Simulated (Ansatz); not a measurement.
# CHClFN (SMILES [H]/N=C(/F)Cl) at B3LYP/6-31G(d) (Cartesian functions)

Aim: the vertical ionisation energy of CHClFN at B3LYP/6-31G* (Cartesian functions), from 2 runs. 

The results are computed with Ansatz 0.2.0.

84 further runs of the same task are left out: 84 set aside as unsound or not needed. Runs told in other sessions of the task aren't counted.

### Step 1. The molecule

The species is CHClFN (5 atoms), meant as a singlet with charge 0. As SMILES, `[H]/N=C(/F)Cl`. The shape is that of a PBE0-D4/def2-TZVP optimisation.

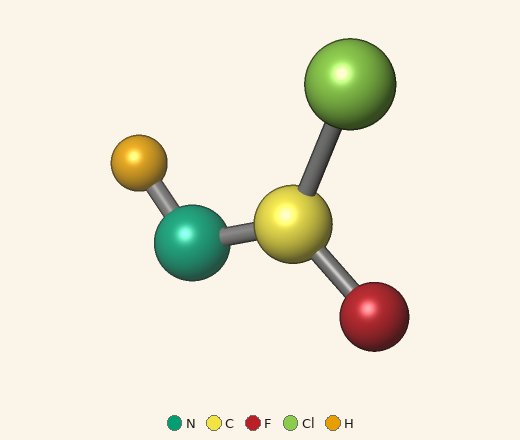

Viewed from a chosen angle; nitrogen teal, carbon yellow, fluorine red, chlorine green, hydrogen amber.

### Step 2. A single-point energy at B3LYP/6-31G(d) (Cartesian functions)

input.yaml

```yaml
crystal:
  periodic: [false, false, false]
  atoms:
    - {symbol: "N", position_ang: [0.321100, 0.940500, 0.274400]}
    - {symbol: C, position_ang: [0.137900, -0.274600, 0.128500]}
    - {symbol: F, position_ang: [0.810300, -1.157400, 0.832100]}
    - {symbol: Cl, position_ang: [-0.953500, -1.081700, -0.943200]}
    - {symbol: H, position_ang: [-0.266000, 1.499600, -0.333300]}
basis:
  gaussian:
    orbitals: "6-31G*"
hamiltonian:
  xc: {name: B3LYP}
accuracy: high
output: {orbitals: {seedname: orbitals}}
```

The run is started by

```sh
$ ansatz run input.yaml --threads 1 --pin off --max-ram 2610MiB --events-out events.jsonl --progress --plain --runs-dir runs
```

Log:

```text
Warning: RAYON_NUM_THREADS=1 ignored (pool sized by the plan → 1); use --threads N
Functional definition: B3LYP
  name "B3LYP"
  parameter a0 = 0.2
  parameter ax = 0.72
  parameter ac = 0.81
  exchange = (1 - a0 - ax)*slater_x + ax*b88_x + a0*exact_x
  correlation = (1 - ac)*vwn_rpa_c + ac*lyp_c
1387 factors; integrals over basis functions are off by at most 3.4e-9 eV
mean field evaluation 1: about -17776.4676 eV, gradient 5.3e1 eV
mean field evaluation 2: about -17757.4941 eV, gradient 1.0e2 eV
mean field evaluation 4: about -17781.7181 eV, gradient 5.3e0 eV
mean field evaluation 8: about -17781.8249 eV, gradient 5.2e-1 eV
mean field evaluation 16: about -17781.8256 eV, gradient 9.1e-6 eV
mean field -17781.82557740 eV, -653.4700370152 hartree, gradient 2.2e-8 eV, S^2 0.000000; 0 other end points of the search recorded, 0 dependent functions left out
reference -17781.82560484 eV, -653.4700380235 hartree; 20, 20 occupied and 46, 46 virtual orbitals, 1387 factors
Total energy: -17781.82560484 eV, -653.4700380235 hartree
```

Run time: 4.5 s. Hardware: 1 thread of Arm Neoverse V1, shared host; peak memory 0.18 GiB.

### Step 3. The doublet cation at the same level

in.yaml

```yaml
crystal:
  periodic: [false, false, false]
  atoms:
    - {symbol: "N", position_ang: [0.321100, 0.940500, 0.274400]}
    - {symbol: C, position_ang: [0.137900, -0.274600, 0.128500]}
    - {symbol: F, position_ang: [0.810300, -1.157400, 0.832100]}
    - {symbol: Cl, position_ang: [-0.953500, -1.081700, -0.943200]}
    - {symbol: H, position_ang: [-0.266000, 1.499600, -0.333300]}
basis:
  gaussian:
    orbitals: "6-31G*"
magnetization:
  spin_polarized: true
  initial_magnetization: 1
total_charge: 1
hamiltonian:
  xc: {name: B3LYP}
accuracy: high
output:
  orbitals: {seedname: orbitals}
```

The run is started by

```sh
$ ansatz run in.yaml --threads 1 --pin off --max-ram 2610MiB --events-out events.jsonl --progress --plain --runs-dir runs
```

Log (excerpt; [...] marks lines left out):

```text
Warning: RAYON_NUM_THREADS=1 ignored (pool sized by the plan → 1); use --threads N
[... 7 set-up lines as earlier in the session ...]
1387 factors; integrals over basis functions are off by at most 3.5e-9 eV
mean field evaluation 1: about -17756.5659 eV, gradient 5.6e1 eV
mean field evaluation 2: about -17694.8933 eV, gradient 1.1e2 eV
mean field evaluation 4: about -17767.2315 eV, gradient 2.7e1 eV
mean field evaluation 8: about -17770.3746 eV, gradient 1.2e0 eV
mean field evaluation 16: about -17770.4443 eV, gradient 1.9e-3 eV
mean field evaluation 32: about -17770.4443 eV, gradient 1.2e-5 eV
mean field -17770.44425560 eV, -653.0517811535 hartree, gradient 4.9e-8 eV, S^2 0.760332; 2 other end points of the search recorded, 0 dependent functions left out
reference -17770.44428234 eV, -653.0517821363 hartree; 20, 19 occupied and 46, 47 virtual orbitals, 1387 factors
Total energy: -17770.44428234 eV, -653.0517821363 hartree
```

Run time: 18 s. Hardware: 1 thread of Arm Neoverse V1, shared host; peak memory 0.27 GiB.

### Step 4. Summary of results

At B3LYP/6-31G* (Cartesian functions):

| quantity | value |
| --- | --- |
| singlet CHClFN: total energy | -653.47004 Eh |
| singlet CHClFN: HOMO energy | -8.52 eV |
| singlet CHClFN: LUMO energy | -0.29 eV |
| singlet CHClFN: HOMO–LUMO gap | 8.23 eV |
| doublet cation: total energy | -653.05178 Eh |
| doublet cation: HOMO energy (highest over α and β) | -16.35 eV |
| doublet cation: LUMO energy (lowest over α and β) | -14.21 eV |
| doublet cation: ⟨S²⟩ | 0.760 |
| vertical ionisation energy (to the doublet cation) | 11.381 eV |

**Reading.** The vertical ionisation energy comes to 11.38 eV (262 kcal/mol). −ε(HOMO) before ionisation, 8.52 eV, is 2.86 eV below this ionisation energy.
